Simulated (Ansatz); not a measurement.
**PH4 (doublet): one geometry, many settings at distance P1–H3 = 1.285 Å**

Aim: run PH4 (doublet) at one geometry under a spread of methods and options, and see what each costs and gives.

Program: Ansatz 0.2.0, Gaussian basis. Level of theory: the settings change from run to run. These are calculated values, not measurements.

21 further runs of the same task are left out: 17 that didn't finish, 4 set aside as unsound or not needed.

## 1. The geometry

The geometry derives from a PBE0/def2-TZVP stationary point (not a proven minimum). One bond is set to the value named and the two fragments are kept rigid.

5 atoms, charge 0, spin multiplicity 2.

Atoms are counted from 1 here; the program's logs count them from 0.

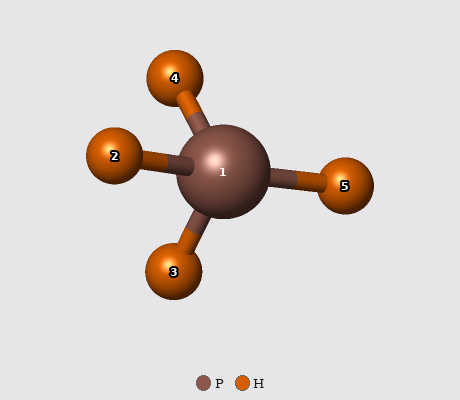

The geometry (phosphorus brown, hydrogen orange); atoms are numbered from 1 in the order of the file.

## 2. CASCI(1,2)/6-31G

File in.yaml:

```yaml
crystal:
  periodic: [false, false, false]
  atoms:
    - {symbol: P, position_ang: [0.043312, 0.002748, 0.000000]}
    - {symbol: H, position_ang: [0.159262, 0.002748, -1.514668]}
    - {symbol: H, position_ang: [-0.784545, 0.985539, 0.000000]}
    - {symbol: H, position_ang: [-0.864945, -1.075490, 0.000000]}
    - {symbol: H, position_ang: [0.159262, 0.002748, 1.514668]}
basis:
  gaussian: {orbitals: 6-31G}
magnetization: {spin_polarized: false, initial_magnetization: 1}
correlation: {active_space: {window: {electrons: 1, orbitals: 2}, fixed_orbitals: true}}
output: {forces: true}
```

On the command line:

```
> ansatz run in.yaml --threads 1 --pin off --events-out ev --progress --plain --max-ram 2393MiB
```

Output:

```text
Functional definition: HF
  name "HF"
  cite "Fock, Z. Phys. 61, 126 (1930) doi:10.1007/BF01340294"
  parent pbe
  exchange = exact_x
  correlation = 0
268 factors; integrals over basis functions are off by at most 2.4e-4 eV
mean field evaluation 1: about -9329.1206 eV, gradient 8.5e0 eV
mean field evaluation 2: about -9329.1251 eV, gradient 8.5e0 eV
mean field evaluation 4: about -9329.4856 eV, gradient 2.7e-1 eV
mean field evaluation 8: about -9329.4863 eV, gradient 1.7e-6 eV
mean field -9329.48625789 eV, -342.8522962247 hartree, gradient 1.9e-6 eV, S^2 0.750000; 0 other end points of the search recorded, 0 dependent functions left out
reference -9329.48625789 eV, -342.8522962247 hartree; 10, 9 occupied and 11, 12 virtual orbitals, 268 factors
state -9329.48625789 eV, -342.8522962247 hartree
the calculation of the forces begins
Total energy: -9329.48625789 eV, -342.8522962247 hartree
Atom 0 at     0.043312     0.002748     0.000000 Å, force     2.137620    -2.896783    -0.000000 eV/Å
Atom 1 at     0.159262     0.002748    -1.514668 Å, force     0.216944    -0.045442    -0.639873 eV/Å
Atom 2 at    -0.784545     0.985539     0.000000 Å, force    -2.541751     3.211222     0.000000 eV/Å
Atom 3 at    -0.864945    -1.075490     0.000000 Å, force    -0.029758    -0.223556     0.000000 eV/Å
Atom 4 at     0.159262     0.002748     1.514668 Å, force     0.216944    -0.045442     0.639873 eV/Å
Dipole moment:    -0.198841     0.027485    -0.000000 e Å
```

Run time: 0.15 s. Hardware: 1 thread of Intel Xeon Platinum 8488C, shared host.

From the report: 2 determinants; active occupations 1.00, 0.00. With so small a space the active step adds no correlation: the energy is the mean field's.

## 3. BCCD(T)/6-31G

Changes to in.yaml since step 2:

```diff
@@ -10,4 +10,5 @@
   gaussian: {orbitals: 6-31G}
-magnetization: {spin_polarized: false, initial_magnetization: 1}
-correlation: {active_space: {window: {electrons: 1, orbitals: 2}, fixed_orbitals: true}}
+magnetization: {spin_polarized: true, initial_magnetization: 1}
+hamiltonian: {xc: {name: PBE0}}
+correlation: {method: bccd_t, electrons: all, diis_vectors: 12}
 output: {forces: true}
```

The command is unchanged.

Output, shortened:

```text
Functional definition: PBE0
  name "PBE0"
  cite "Adamo & Barone, J. Chem. Phys. 110, 6158 (1999) doi:10.1063/1.478522"
  cite "Perdew, Burke & Ernzerhof, Phys. Rev. Lett. 77, 3865 (1996) doi:10.1103/PhysRevLett.77.3865"
  parent pbe
[...]
268 factors; integrals over basis functions are off by at most 2.4e-4 eV
[...]
mean field -9345.30669415 eV, -343.4336865338 hartree, gradient 5.3e-7 eV, S^2 0.757782; 0 other end points of the search recorded, 0 dependent functions left out
reference -9329.53004437 eV, -342.8539053479 hartree; 10, 9 occupied and 11, 12 virtual orbitals, 268 factors
second order -1.98434088 eV of doubles, -0.13391191 eV of singles
cycle   1  -2.52320840 eV  change   -4.1e-1 eV  update   5.0e-2
[...]
cycle  10  -2.71815944 eV  change   -4.7e-7 eV  update   1.8e-6
perturbative correction -0.03178744 eV, -0.0011681668 hartree
[...]
Total energy: -9332.27999124 eV, -342.9549640315 hartree
Atom 0 at     0.043312     0.002748     0.000000 Å, force     3.003633    -2.867609    -0.000000 eV/Å
Atom 1 at     0.159262     0.002748    -1.514668 Å, force     0.165618    -0.038410    -1.194862 eV/Å
Atom 2 at    -0.784545     0.985539     0.000000 Å, force    -2.905491     3.615493    -0.000000 eV/Å
Atom 3 at    -0.864945    -1.075490     0.000000 Å, force    -0.429378    -0.671064    -0.000000 eV/Å
Atom 4 at     0.159262     0.002748     1.514668 Å, force     0.165618    -0.038410     1.194862 eV/Å
Dipole moment:    -0.218264     0.026181     0.000000 e Å
```

It took 1.5 s on 1 thread of Intel Xeon Platinum 8488C, shared host.

From the report: ⟨S²⟩ of the determinant 0.758 (pure doublet: 0.75); correlation -2.7499 eV; largest double amplitude 0.09.

## 4. CISD/def2-SVPD

Changes to in.yaml since step 3:

```diff
@@ -9,6 +9,4 @@
 basis:
-  gaussian: {orbitals: 6-31G}
-magnetization: {spin_polarized: true, initial_magnetization: 1}
-hamiltonian: {xc: {name: PBE0}}
-correlation: {method: bccd_t, electrons: all, diis_vectors: 12}
-output: {forces: true}
+  gaussian: {orbitals: def2-SVPD}
+magnetization: {spin_polarized: false, initial_magnetization: 1}
+correlation: {active_space: {ras: {orbitals: [9, 1, 46], electrons: 19, max_holes: 2, max_particles: 2}, fixed_orbitals: true}}
```

The command is unchanged.

Output:

```text
Functional definition: HF
  name "HF"
  cite "Fock, Z. Phys. 61, 126 (1930) doi:10.1007/BF01340294"
  parent pbe
  exchange = exact_x
  correlation = 0
534 factors; integrals over basis functions are off by at most 1.1e-3 eV
mean field evaluation 1: about -9328.6675 eV, gradient 9.6e0 eV
mean field evaluation 2: about -9328.6703 eV, gradient 9.6e0 eV
mean field evaluation 4: about -9329.2914 eV, gradient 7.4e-1 eV
mean field evaluation 8: about -9329.2976 eV, gradient 2.5e-1 eV
mean field -9329.29935114 eV, -342.8454275283 hartree, gradient 4.7e-6 eV, S^2 0.750000; 0 other end points of the search recorded, 0 dependent functions left out
reference -9329.29935114 eV, -342.8454275283 hartree; 10, 9 occupied and 46, 47 virtual orbitals, 534 factors
state -9334.44668515 eV, -343.0345885639 hartree
Total energy: -9334.44668515 eV, -343.0345885639 hartree
```

Run time: 16 s. Hardware: 1 thread of Intel Xeon Platinum 8488C, shared host; peak memory 0.26 GiB.

From the report: 224,643 determinants.

## 5. CCSDT on UHF/6-31G*

Changes to in.yaml since step 4:

```diff
@@ -9,4 +9,6 @@
 basis:
-  gaussian: {orbitals: def2-SVPD}
-magnetization: {spin_polarized: false, initial_magnetization: 1}
-correlation: {active_space: {ras: {orbitals: [9, 1, 46], electrons: 19, max_holes: 2, max_particles: 2}, fixed_orbitals: true}}
+  gaussian: {orbitals: "6-31G*"}
+magnetization: {spin_polarized: true, initial_magnetization: 1}
+correlation: {method: ccsdt, electrons: all, diis_vectors: 4}
+accuracy: high
+output: {forces: true}
```

Launched as before.

Output, shortened:

```text
Functional definition: HF
  name "HF"
  cite "Fock, Z. Phys. 61, 126 (1930) doi:10.1007/BF01340294"
  parent pbe
[...]
525 factors; integrals over basis functions are off by at most 4.1e-9 eV
[...]
mean field -9331.59097222 eV, -342.9296430497 hartree, gradient 1.7e-8 eV, S^2 0.777512; 0 other end points of the search recorded, 0 dependent functions left out
reference -9331.59097222 eV, -342.9296430497 hartree; 10, 9 occupied and 17, 18 virtual orbitals, 525 factors
second order -3.15171894 eV of doubles, -0.00000000 eV of singles
cycle   1  -3.66604991 eV  change   -5.1e-1 eV  update   6.2e-2
[...]
cycle  22  -4.01529903 eV  change  -1.6e-10 eV  update   1.4e-9
[...]
Total energy: -9335.60627125 eV, -343.0772025673 hartree
Atom 0 at     0.043312     0.002748     0.000000 Å, force     2.564745    -2.948333     0.000000 eV/Å
Atom 1 at     0.159262     0.002748    -1.514668 Å, force     0.042482    -0.028165    -0.264648 eV/Å
Atom 2 at    -0.784545     0.985539     0.000000 Å, force    -2.590760     3.145794     0.000000 eV/Å
Atom 3 at    -0.864945    -1.075490     0.000000 Å, force    -0.058948    -0.141131    -0.000000 eV/Å
Atom 4 at     0.159262     0.002748     1.514668 Å, force     0.042482    -0.028165     0.264648 eV/Å
Dipole moment:    -0.147072     0.022318    -0.000000 e Å
```

Run time: 66 s. Hardware: 1 thread of Intel Xeon Platinum 8488C, shared host; peak memory 1.1 GiB.

From the report: ⟨S²⟩ of the determinant 0.778 (pure doublet: 0.75); correlation -4.0153 eV; T1 0.010; largest double amplitude 0.08.

## 6. The runs in one table

Where basis and cores are those of an earlier FCI/6-31G run (-9332.2023 eV), and the state is the same kind, the miss against it is given.

| level | correlated | functions | energy (eV) | from FCI (meV) | time |
| --- | --- | --- | --- | --- | --- |
| CASCI(1,2)/6-31G |  | 21 | -9329.4863 | 2716.1 | 0.15 s |
| BCCD(T)/6-31G (on PBE0 orbitals) | all | 21 | -9332.2800 |  | 1.5 s |
| CISD/def2-SVPD | all | 56 | -9334.4467 |  | 16 s |
| CCSDT on UHF/6-31G* | all | 27 | -9335.6063 |  | 66 s |

## 7. Summary of results

| quantity | value |
| --- | --- |
| runs | 4 |
| quickest | CASCI(1,2)/6-31G, 0.15 s |
| slowest | CCSDT on UHF/6-31G*, 66 s |

In words: Total energies in different bases, with other cores or another treatment of relativity can't be set against each other. CCSDT on UHF/6-31G* took 440 times as long as CASCI(1,2)/6-31G; the jobs differ in more than the method. Hartree-Fock, CASSCF and CASCI lack dynamic correlation by design.
